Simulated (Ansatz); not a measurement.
# BLYP/def2-TZVP run of C2H3F (SMILES C=CF)

What is the electronic atomisation energy of C2H3F at BLYP/def2-TZVP? 

Program for the calculation: Ansatz 0.2.0.

44 further runs of the same task are left out: 44 set aside as unsound or not needed.

## (1) Starting point

C2H3F has 6 atoms, charge 0, and is taken as a singlet. SMILES: `C=CF`. Geometry: relaxed at PBE0-D4/def2-TZVP.

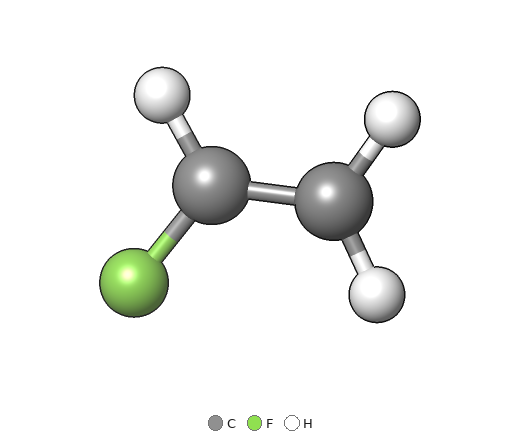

Viewed from a chosen angle; carbon grey, fluorine green, hydrogen white.

## (2) The energy at BLYP/def2-TZVP

molecule.yaml reads:

```yaml
crystal:
  periodic: [false, false, false]
  atoms:
    - {symbol: C, position_ang: [-0.536200, 0.076400, -0.442800]}
    - {symbol: C, position_ang: [0.490000, -0.016300, 0.376600]}
    - {symbol: F, position_ang: [0.966200, -1.192400, 0.795500]}
    - {symbol: H, position_ang: [-1.043900, -0.803300, -0.816600]}
    - {symbol: H, position_ang: [-0.880200, 1.054100, -0.749700]}
    - {symbol: H, position_ang: [1.046100, 0.817400, 0.790700]}
basis:
  gaussian:
    orbitals: def2-TZVP
magnetization:
  spin_polarized: false
  initial_magnetization: 0
hamiltonian:
  xc: {name: BLYP}
accuracy: high
output:
  orbitals: {seedname: orbitals}
```

The run is started by

```console
ansatz run molecule.yaml --threads 1 --pin off --max-ram 3480MiB --events-out events.jsonl --progress --plain --runs-dir runs
```

The log of the run:

```text
Warning: RAYON_NUM_THREADS=1 ignored (pool sized by the plan → 1); use --threads N
Functional definition: BLYP
  name "BLYP"
  parameter beta = 0.0042
  parameter a = 0.04918
  parameter b = 0.132
  parameter c = 0.2533
  parameter d = 0.349
  exchange = b88_x(beta = beta)
  correlation = lyp_c(a = a, b = b, c = c, d = d)
1965 factors; integrals over basis functions are off by at most 4.0e-9 eV
mean field evaluation 1: about -4831.8103 eV, gradient 5.9e1 eV
mean field evaluation 2: about -4821.6721 eV, gradient 7.9e1 eV
mean field evaluation 4: about -4839.6074 eV, gradient 9.9e0 eV
mean field evaluation 8: about -4839.7945 eV, gradient 1.8e-1 eV
mean field evaluation 16: about -4839.7946 eV, gradient 8.9e-7 eV
mean field -4839.79457455 eV, -177.8591700840 hartree, gradient 2.7e-8 eV, S^2 0.000000; 0 other end points of the search recorded, 0 dependent functions left out
reference -4839.79461816 eV, -177.8591716867 hartree; 12, 12 occupied and 99, 99 virtual orbitals, 1965 factors
Total energy: -4839.79461816 eV, -177.8591716867 hartree
```

Run time: 7.5 s. Hardware: 1 thread of Intel Xeon Platinum 8259CL at 2.50GHz (Skylake/Cascade Lake), shared host; peak memory 0.27 GiB.

## (3) The C atom at the same level

molecule.yaml reads:

```yaml
crystal:
  periodic: [false, false, false]
  atoms:
    - {symbol: C, position_ang: [0.000000, 0.000000, 0.000000]}
basis:
  gaussian:
    orbitals: def2-TZVP
magnetization:
  spin_polarized: true
  initial_magnetization: 2
hamiltonian:
  xc: {name: BLYP}
accuracy: high
```

The run is started by

```console
ansatz run molecule.yaml --threads 1 --pin off --max-ram 3480MiB --events-out events.jsonl --progress --plain --runs-dir runs
```

The log of the run:

```text
Warning: RAYON_NUM_THREADS=1 ignored (pool sized by the plan → 1); use --threads N
Functional definition: BLYP
  name "BLYP"
  parameter beta = 0.0042
  parameter a = 0.04918
  parameter b = 0.132
  parameter c = 0.2533
  parameter d = 0.349
  exchange = b88_x(beta = beta)
  correlation = lyp_c(a = a, b = b, c = c, d = d)
312 factors; integrals over basis functions are off by at most 3.1e-9 eV
mean field evaluation 1: about -1029.5640 eV, gradient 7.0e0 eV
mean field evaluation 2: about -1029.6808 eV, gradient 5.3e0 eV
mean field evaluation 4: about -1029.8571 eV, gradient 2.9e-1 eV
mean field evaluation 8: about -1029.8573 eV, gradient 3.8e-4 eV
mean field evaluation 16: about -1029.8577 eV, gradient 7.8e-2 eV
mean field evaluation 32: about -1029.8573 eV, gradient 4.5e-8 eV
mean field evaluation 64: about -1029.8573 eV, gradient 7.5e-9 eV
mean field -1029.85727651 eV, -37.8465568493 hartree, gradient 7.5e-9 eV, S^2 2.003102; 8 other end points of the search recorded, 0 dependent functions left out
reference -1029.85730799 eV, -37.8465580062 hartree; 4, 2 occupied and 27, 29 virtual orbitals, 312 factors
Total energy: -1029.85730799 eV, -37.8465580062 hartree
```

Run time: 1.6 s. Hardware: 1 thread of Intel Xeon Platinum 8259CL at 2.50GHz (Skylake/Cascade Lake), shared host.

## (4) The F atom at the same level

run.yaml reads:

```yaml
basis:
  gaussian: {orbitals: def2-TZVP}
crystal:
  periodic: [false, false, false]
  atoms:
    - symbol: F
      position_ang: [0.000000, 0.000000, 0.000000]
hamiltonian: {xc: {name: BLYP}}
magnetization: {spin_polarized: true, initial_magnetization: 1}
accuracy: high
```

Run the same way, it converges to -99.76086 Eh (log not shown).

## (5) The H atom, same level

in.yaml reads:

```yaml
basis:
  gaussian:
    orbitals: def2-TZVP
crystal:
  periodic: [false, false, false]
  atoms:
    - {symbol: H, position_ang: [0.000000, 0.000000, 0.000000]}
magnetization:
  spin_polarized: true
  initial_magnetization: 1
hamiltonian:
  xc: {name: BLYP}
accuracy: high
```

Run the same way, it converges to -0.49755 Eh (log not shown).

## (6) What came out

Level: BLYP/def2-TZVP.

| quantity | value |
| --- | --- |
| molecule: total energy | -177.85917 Eh |
| molecule: HOMO energy | -6.35 eV |
| molecule: LUMO energy | -0.69 eV |
| molecule: HOMO–LUMO gap | 5.66 eV |
| C atom: total energy | -37.84656 Eh |
| C atom: ⟨S²⟩ | 2.003 |
| F atom: total energy | -99.76086 Eh |
| F atom: ⟨S²⟩ | 0.751 |
| H atom: total energy | -0.49755 Eh |
| H atom: ⟨S²⟩ | 0.750 |
| electronic atomisation energy | 24.831 eV |

**Reading.** Taking the molecule apart into free atoms costs 24.83 eV (573 kcal/mol), before zero-point energy and without spin-orbit coupling.
